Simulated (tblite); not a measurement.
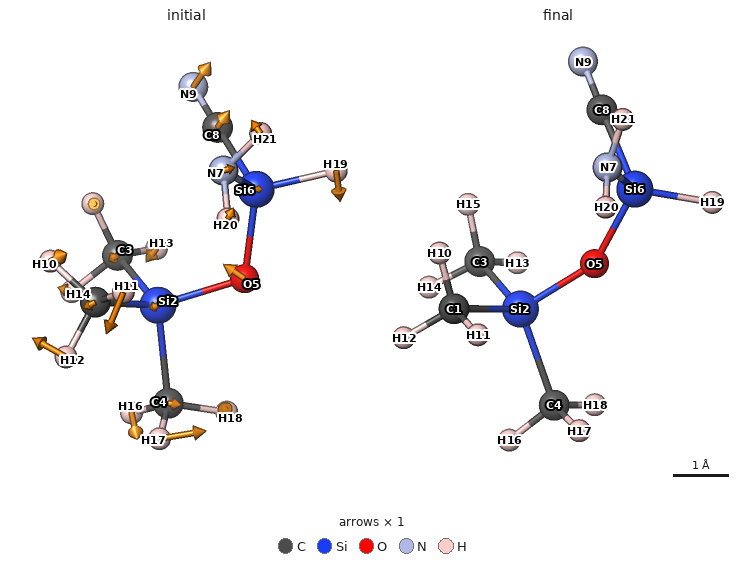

The structure of C₄H₁₂N₂OSi₂ before (left) and after (right) a relaxation, at one scale. The orange arrows give the displacements, at their true length.

The picture is a ball-and-stick view, seen from a free direction.

The calculation used tblite, GFN2-xTB geometry optimisation, gas phase. 

Describe what moved and what it gained.

Answer. The largest move after the best rigid fit is that of H17, 0.89 Å. By element the largest moves are H 0.89 Å, N 0.69 Å, O 0.49 Å, C 0.46 Å, Si 0.21 Å. Near-neighbour distances that change, for instance: Si6–N7 1.802 → 1.717 Å, O5–Si6 1.688 → 1.611 Å, Si6–C8 1.810 → 1.873 Å, C1–Si2 1.843 → 1.904 Å. Among the angles between lasting bonds that change: Si2–O5–Si6 116.3° → 151.1°, N7–Si6–H19 104.3° → 120.2°, Si6–N7–H21 107.5° → 120.2°. Groups turn about C1–Si2 by about 50°, Si2–C4 by about 35°, Si2–C3 by about 20°. The energy falls by 117.0 kJ/mol in 152 geometry steps.
